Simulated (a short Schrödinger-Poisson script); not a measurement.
Structure: gated Al0.33Ga0.67N/GaN polarisation-induced gas, at 20 K.

| layer | material | thickness (nm) | Na (cm⁻³) |
|---|---|---|---|
| 1 | Al0.33Ga0.67N | 15 | - |
| 2 | GaN | 6000 | 1e14 |

The device is made up for the run: typed textbook-type constants, with dimensions and the other settings drawn at random. Al0.33Ga0.67N: permittivity 9.3, conduction-band edge (eV) 0.462, gap (eV) 4.09, electron mass (mₑ) 0.24, Nv at 300 K (cm⁻³) 4.6e19. GaN: permittivity 9.5, conduction-band edge (eV) 0, gap (eV) 3.43, Nv at 300 K (cm⁻³) 4.6e19.

Channel valleys (confinement mass, in-plane density-of-states mass, number): Γ 0.2, 0.2, 1. At the gate the conduction-band edge of layer 1 lies 1.27 eV − eVg above the Fermi level of the channel; the field vanishes at the back. Sheet of polarisation charge: +1.6e13 e/cm² at 15 nm from the gate. The barrier under the gate holds no holes. Gaps are held at their typed values at every temperature. Mesh 0.08 nm at interfaces.

Solved with a short Schrödinger-Poisson script written for these runs: 1D Poisson equation in equilibrium, electrons quantum, Hartree plus LDA exchange-correlation (BenDaniel-Duke, 40 states a valley, the channel's in-plane mass for all, wave functions free to enter the barrier), parabolic valleys, classical holes, full ionisation, no traps, pinning or gate leakage.

Only gate voltages with over 1e8 electrons/cm² are shown.

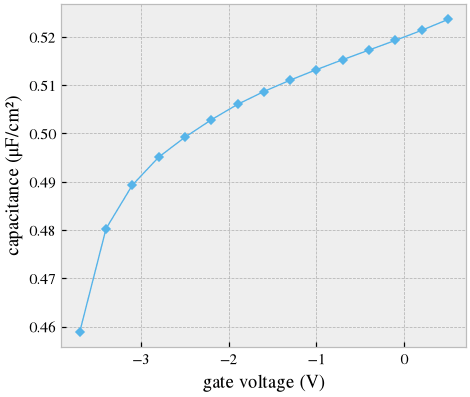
Quasi-static capacitance against gate voltage

```
Vg (V)  electrons (cm⁻²)  in the channel layer  C (μF/cm²)  Γ E0 (meV)  Γ E1 (meV)
------  ----------------  --------------------  ----------  ----------  ----------
0.5              1.36e13               1.24e13       0.524      -149.6       -13.5
-0.1             1.17e13               1.08e13       0.519      -130.2        -9.5
-0.7             9.73e12               9.19e12       0.515      -110.4        -6.0
-1.3             7.81e12               7.48e12       0.511       -90.3        -2.9
-1.9             5.91e12               5.72e12       0.506       -69.8         0.6
-2.5             4.03e12               3.94e12       0.499       -48.2         8.6
-3.1             2.17e12               2.15e12       0.489       -26.0        16.7
-3.7             3.81e11               3.80e11       0.459        -4.4        17.6
```

Subbands count from the Fermi level.
